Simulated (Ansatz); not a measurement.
```xyz
11

C     1.0000    1.7591   -0.7935
In    0.1614   -0.1307   -0.2127
C    -1.2811   -0.6166    1.3031
Se    1.0481   -2.0953   -1.5374
H     1.6960    1.6297   -1.6214
H     1.5282    2.2063    0.0506
H     0.2050    2.4424   -1.0974
H    -1.8409    0.2651    1.6159
H    -1.9726   -1.3706    0.9256
H    -0.7625   -1.0300    2.1705
H     0.2183   -3.0593   -0.8033
```

Geometry: PBE0-D4/def2-TZVP; core potentials replace the inner electrons of In.

Theory: RKS PBE0-D4/def2-TZVPP in Ansatz 0.2.0.

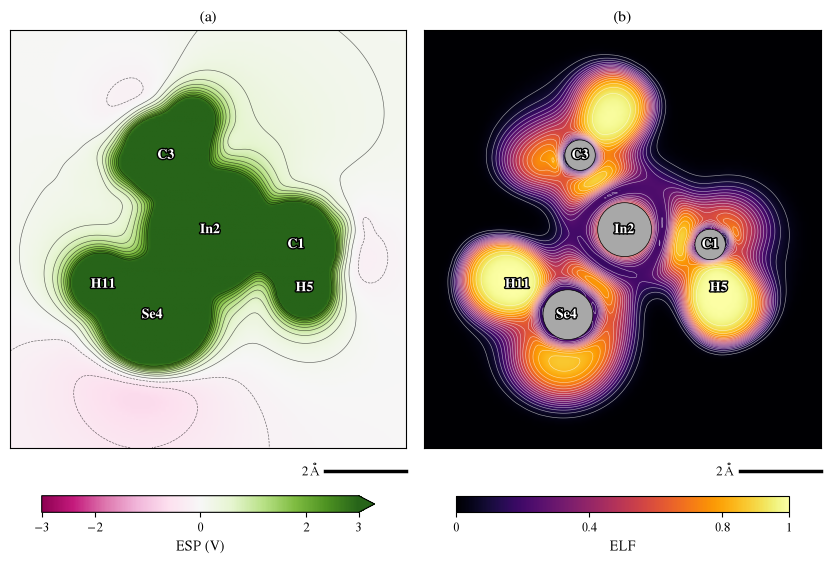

C₂H₇InSe (SMILES [CH3][In]([CH3])[SeH]). (a) molecular electrostatic potential; (b) electron localisation function on the plane of atoms In2, C1 and H5. Grey discs cover the atomic cores in the ELF map.

Question: Describe what can be read from this map.

Answer: Atoms in the plane: C, In, Se and H. C–In (2.15 Å): the ELF peaks at about 0.90 in the valence shell of C, 0.7 Å from its nucleus, and drops to about 0.20 between the two atoms. In–Se (2.53 Å): the ELF peaks at about 0.75 in the valence shell of Se, 1.0 Å from its nucleus, and drops to about 0.15 between the two atoms. C–H (1.09 Å): the ELF climbs to about 1 towards the hydrogen, as it does in any bond to H; a covalent bond by its length. Se–H (1.47 Å): the ELF climbs to about 1 towards the hydrogen. The ELF also peaks beside Se4, away from the bonds: lone-pair regions. Outside the dense part of the molecule the potential is most negative (−0.7 V) near Se4.
